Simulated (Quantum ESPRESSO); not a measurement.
# BP (F-43m): zone-centre phonons

Aim: the zone-centre modes of BP (F-43m).

Method: DFT LDA, scalar-relativistic, plane waves, JTH PAW pseudopotentials, in Quantum ESPRESSO 7.5.

The experiments to compare with:

“Thermal expansion coefficients of high thermal conducting BAs and BP materials” (2019, arxiv:1906.04101) reports for BP, zinc blende, by single-crystal XRD (Mo K-alpha) (metal-flux-grown single crystal, 100 K): lattice constant a (cubic a at 100 K) 4.5383 ± 0.0008 Å.

For BP, zinc blende (synthetic BP; powder or crystal not specified, 300 K), “Boron phosphide under pressure: in situ study by Raman scattering and X-ray diffraction” (2015, arxiv:1505.05714) gives, by Raman scattering, 514.5 nm, backscattering: Raman mode (TO at Gamma (T2), ambient spectrum) 794 cm⁻¹ [very weak band; the pressure fit in the same paper quotes about 797 cm-1].

Most raw output is cut from this account.

**1. The structure**

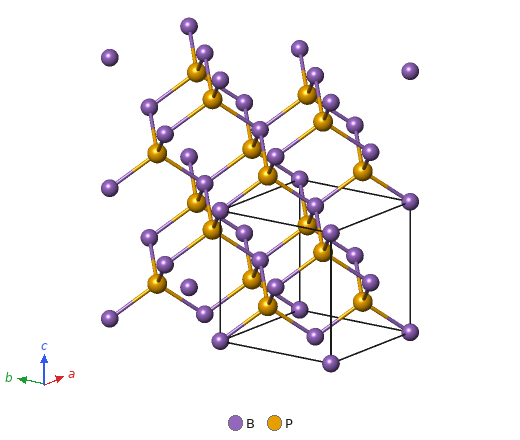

The starting structure, seen from a free direction (boron purple, phosphorus orange). 1×2×2 cells are drawn. This picture shows the conventional cell, with its axes. Bonds to atoms that aren't drawn are left out. Some periodic images of atoms are drawn too.

As a file:

```
B P
1.0
    -2.26900    0.00000    2.26900
     0.00000    2.26900    2.26900
    -2.26900    2.26900    0.00000
B P
1 1
Direct
  0.00000 0.00000 0.00000
  0.25000 0.25000 0.25000
```

**2. A probe with smearing**

A cheap run with smearing and empty bands tells whether the crystal has a gap, which decides between fixed occupations and smearing later on.

File probe.in:

```
&control
   calculation = 'scf'
   prefix = 'x'
   outdir = './tmp'
   pseudo_dir = './pseudo'
   tprnfor = .true.
   tstress = .true.
   verbosity = 'high'
/
&system
   ibrav = 2
   celldm(1) = 8.57557715
   nat = 2
   ntyp = 2
   ecutwfc = 50.0
   ecutrho = 400.0
   occupations = 'smearing'
   smearing = 'gaussian'
   degauss = 0.01
/
&electrons
   conv_thr = 1.0d-07
   mixing_beta = 0.7
   electron_maxstep = 100
/
ATOMIC_SPECIES
 B      10.8100  B.upf
 P      30.9738  P.upf
ATOMIC_POSITIONS crystal
 B      0.000000000   0.000000000   0.000000000
 P      0.250000000   0.250000000   0.250000000
K_POINTS automatic
 6 6 6 0 0 0
```

Command:

```sh
OMP_NUM_THREADS=1 mpirun -n 4 pw.x -nk 4 -in probe.in > probe.out
```

Run time: 1.6 s. Hardware: 4 MPI ranks of Arm Neoverse V1, shared host.

Numbers from this step:

```
volume per atom   : 11.68 Å³
pressure          : -5.236 GPa
gap on the k-mesh : 1.299 eV
```

A gap of 1.3 eV opens on this mesh, so the crystal is taken as an insulator; the start stands at -5.2 GPa.

**3. Relaxing the cell and atoms**

The relaxation runs at a cutoff a fifth above that of the response, since stress converges more slowly with the basis than frequencies do. Forces and stress are brought to rest with tight thresholds.

File relax.in:

```
&control
   calculation = 'vc-relax'
   prefix = 'x'
   outdir = './tmp'
   pseudo_dir = './pseudo'
   tprnfor = .true.
   tstress = .true.
   forc_conv_thr = 2.0d-05
   etot_conv_thr = 1.0d-07
   nstep = 40
/
&system
   ibrav = 2
   celldm(1) = 8.57557715
   nat = 2
   ntyp = 2
   ecutwfc = 60
   ecutrho = 480.0
   occupations = 'fixed'
   nbnd = 6
/
&electrons
   conv_thr = 1.0d-11
   mixing_beta = 0.7
   electron_maxstep = 100
/
&ions
/
&cell
   press_conv_thr = 0.2
/
ATOMIC_SPECIES
 B      10.8100  B.upf
 P      30.9738  P.upf
ATOMIC_POSITIONS crystal
 B      0.000000000   0.000000000   0.000000000
 P      0.250000000   0.250000000   0.250000000
K_POINTS automatic
 10 10 10 0 0 0
```

Command:

```sh
OMP_NUM_THREADS=1 mpirun -n 4 pw.x -nk 4 -in relax.in > relax.out
```

Wall time 9.7 s (4 MPI ranks).

The steps of the relaxation:

```
step  energy less that of the first step (eV)  largest force (eV/Å)  pressure (GPa)  volume (Å³)
   1                                   0.0000                0.0000           -5.33        23.36
   2                                  -0.0123                0.0000           -0.85        22.73
   3                                  -0.0126                0.0000            0.04        22.62
   4                                  -0.0126                0.0000            0.00        22.62
   5                                  -0.0125                0.0000            0.00        22.62
```

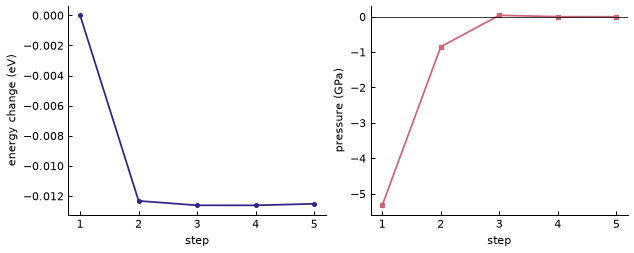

Energy and pressure along the relaxation.

```
conventional cell, symmetrised  before  after  change
                         a (Å)   4.538  4.490  -1.1 %
                         b (Å)   4.538  4.490  -1.1 %
                         c (Å)   4.538  4.490  -1.1 %
              volume (Å³/atom)   11.68  11.31  -3.2 %
```

The relaxed structure:

```cif
data_structure
_symmetry_space_group_name_H-M 'P 1'
_symmetry_Int_Tables_number 1
_cell_length_a 3.1746
_cell_length_b 3.1746
_cell_length_c 3.1746
_cell_angle_alpha 60.000
_cell_angle_beta 60.000
_cell_angle_gamma 60.000
_cell_volume 22.62
loop_
_atom_site_label
_atom_site_type_symbol
_atom_site_fract_x
_atom_site_fract_y
_atom_site_fract_z
_atom_site_occupancy
B1 B 0.00000 0.00000 0.00000 1
P2 P 0.25000 0.25000 0.25000 1
```

The last row of the table of steps is pw.x's closing run on a basis chosen anew for the final cell, so its energy can jump.

Numbers from this step:

* volume per atom: 11.31 Å³
* pressure: -0.002 GPa
* gap on the k-mesh: 1.151 eV

The volume changes by -3.2 % from the cell with which this run began.

**4. Self-consistent run for the response**

Perturbation theory inherits every error of the wavefunctions, so the threshold is set near the limit of the arithmetic. With a gap, occupations are fixed, which also allows the response to an electric field.

File scf.in:

```
&control
   calculation = 'scf'
   prefix = 'x'
   outdir = './tmp'
   pseudo_dir = './pseudo'
   tprnfor = .true.
   tstress = .true.
/
&system
   ibrav = 2
   celldm(1) = 8.48412445
   nat = 2
   ntyp = 2
   ecutwfc = 50.0
   ecutrho = 400.0
   occupations = 'fixed'
   nbnd = 6
/
&electrons
   conv_thr = 1.0d-12
   mixing_beta = 0.7
   electron_maxstep = 100
/
ATOMIC_SPECIES
 B      10.8100  B.upf
 P      30.9738  P.upf
ATOMIC_POSITIONS crystal
 B      0.000000000   0.000000000   0.000000000
 P      0.250000000   0.250000000   0.250000000
K_POINTS automatic
 12 12 12 0 0 0
```

Command:

```sh
OMP_NUM_THREADS=1 mpirun -n 4 pw.x -nk 4 -in scf.in > scf.out
```

The job ended after 3.4 s (4 MPI ranks; 13 s of CPU time).

Read from the output:

- pressure: -0.033 GPa
- gap on the k-mesh: 1.145 eV

The cell stands at -0.033 GPa, close enough for phonons.

**5. Zone-centre response**

At q = 0 one unit cell holds all displacements; symmetry groups them into irreducible representations that are solved one by one. The response to a field gives ε∞ and the Born charges, which polar modes need.

File ph.in:

```
phonons
&inputph
   prefix = 'x'
   outdir = './tmp'
   fildyn = 'g.dyn'
   tr2_ph = 1.0d-18
   epsil = .true.
/
0.000000000000 0.000000000000 0.000000000000
```

Command:

```sh
OMP_NUM_THREADS=1 mpirun -n 4 ph.x -nk 4 -in ph.in > ph.out
```

It took 34 s on 4 MPI ranks.

Read from the output:

| Item | Value |
| --- | --- |
| miss of the charge sum rule | 0.003770 e |
| largest acoustic frequency at the zone centre before the sum rule | -0.33 cm⁻¹ |
| highest optical zone-centre mode (no LO-TO term) | 821.4 cm⁻¹ |
| lowest optical zone-centre mode | 821.4 cm⁻¹ |
| mean high-frequency dielectric constant | 9.214 |
| largest Born charge in size (third of the trace) | 0.6332 e |

Born charge (rows field, columns displacement), before the sum rule (e), principal values of the symmetric part by kind of site:

```
atom  atoms with these values      low   middle     high     mean
  B1                        1  -0.6332  -0.6332  -0.6332  -0.6332
  P2                        1   0.6295   0.6295   0.6295   0.6295
```

In full for B1:

```
-0.6332  0.0000  0.0000
 0.0000 -0.6332  0.0000
 0.0000  0.0000 -0.6332
```

High-frequency dielectric tensor:

```
9.21 0.00 0.00
0.00 9.21 0.00
0.00 0.00 9.21
```

The acoustic modes at Γ come out as far as 0.3 cm⁻¹ from zero, where they should vanish, a small numerical error; the Born charges miss their sum rule by 0.0038 e, which is good.

**6. Zone-centre analysis**

A rigid shift of the crystal must cost nothing, but grids and finite bases break this; the acoustic sum rule is imposed before the matrix is diagonalised again. With Born charges the intensities follow, and the static dielectric tensor.

File dynmat.in:

```
&input
   fildyn = 'g.dyn'
   asr = 'simple'
   fileig = 'dynmat.eig'
   lperm = .true.
/
```

Command:

```sh
dynmat.x -in dynmat.in > dynmat.out
```

Elapsed: 0.45 s, on 1 thread.

Read from the output:

```
mean static dielectric constant : 9.375
```

Unit eigenvectors of the mass-weighted matrix after the sum rule; no LO-TO term. Modes at Γ, with each element's share of the kinetic energy:

```
mode  frequency (cm⁻¹)  symmetry  B %  P %
   1               0.0  acoustic   26   74
   2               0.0  acoustic   26   74
   3               0.0  acoustic   26   74
   4             821.4        T2   74   26
   5             821.4        T2   74   26
   6             821.4        T2   74   26
```

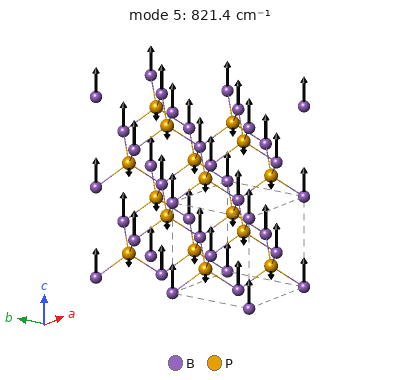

Displacement patterns of mode 5 at Γ; arrows are exaggerated. Bonds to atoms that aren't drawn are left out. 1×2×2 conventional cells are drawn. Some periodic images of atoms are drawn too.

Degenerate modes summed, no LO-TO term. Infrared lines, with heights relative to the strongest:

```
position (cm⁻¹)  lines merged  label  IR intensity, relative
            821             3     T2                     100
```

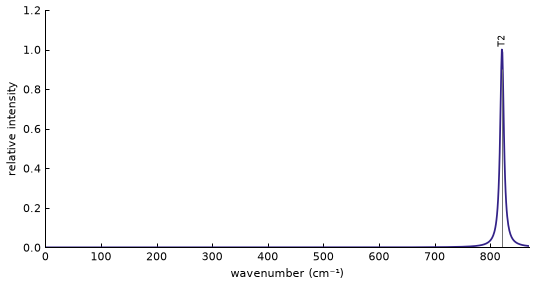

The infrared spectrum, broadened with Lorentzians of width 8 cm⁻¹; bars mark the lines.

Static dielectric tensor (ions relaxed, fixed cell):

```
9.37 0.00 0.00
0.00 9.37 0.00
0.00 0.00 9.37
```

The rule moves no optical mode by more than 0.1 cm⁻¹.

**7. Modes along a direction of q (1 0 0)**

A longitudinal polar mode sets up a macroscopic field that stiffens it; the term hangs on the direction from which q goes to zero.

File dynmat.in:

```
&input
   fildyn = 'g.dyn'
   asr = 'simple'
   fileig = 'dynmat.eig'
   q(1) = 1.0
   q(2) = 0.0
   q(3) = 0.0
/
```

Command:

```sh
dynmat.x -in dynmat.in > dynmat.out
```

It took 0.45 s on 1 thread.

This step gave:

| Property | Result |
| --- | --- |
| highest mode moved by the LO-TO term | 828.5 cm⁻¹ |

Zone-centre frequencies as printed; negative means imaginary. Modes:

```
mode  frequency (cm⁻¹)
   1                 0
   2                 0
   3                 0
   4             821.4
   5             821.4
   6             828.5
```

The field moves one mode, from 821 to 828 cm⁻¹; the others stay.

**8. Results**

| Property | Result |
| --- | --- |
| space group after relaxation | F-43m |
| volume per atom | 11.3 Å³ |
| gap on the k-mesh | 1.14 eV |
| highest optical zone-centre mode (no LO-TO term) | 821.4 cm⁻¹ |
| highest mode moved by the LO-TO term | 828.5 cm⁻¹ |
| mean high-frequency dielectric constant | 9.21 |
| largest Born charge in size (third of the trace) | 0.633 e |
| mean static dielectric constant | 9.37 |
| imaginary optical modes at the zone centre (no q mesh in this session) | none |

**Reading.** At the LDA level the optical modes of BP (F-43m) at the zone centre (no LO-TO term) lie at 821 cm⁻¹. Along the directions run, the highest mode that the macroscopic field moves lies at 828 cm⁻¹. Lattice motion raises the mean dielectric constant from 9.214 to 9.375. The Lyddane-Sachs-Teller relation holds: (ωLO/ωTO)² is 1.02 and ε₀/ε∞ is 1.02. These are harmonic frequencies at zero temperature: anharmonic shifts and linewidths and thermal expansion are left out.

Computed beside measured:

| quantity | measured | LDA JTH, Quantum ESPRESSO |
| --- | --- | --- |
| lattice constant a (Å) | 4.5383 | 4.490 (-1.1 %) |
| Raman mode, TO at Gamma (T2), ambient … (cm⁻¹) | 794 | 821 (+3.5 %) |

Measured values from arxiv:1906.04101 (2019) and arxiv:1505.05714 (2015).

Verdict: The lattice constant a is off by -1.1 %: fair agreement. The Raman mode is off by +3.5 %: fair agreement. The grades are ours: good and fair within 0.7 and 1.5 % for the lattice constant a and 3 and 7 % for the Raman mode. Zero-point motion and thermal expansion (measured at up to 300 K) are not in the computed lattice constants and Raman mode.

[Host names and launcher messages were left out of these logs when they were recorded.]

[Logs are printed without paths, hosts, clocks, repeated set-up lines and the standing remarks that a program may print on its own settings, such as how far it seeks lower states.]

[Hosts, paths, dates, database ids (printed as entryN), source tags and the programs' standing remarks are cut or masked in the printed files.]
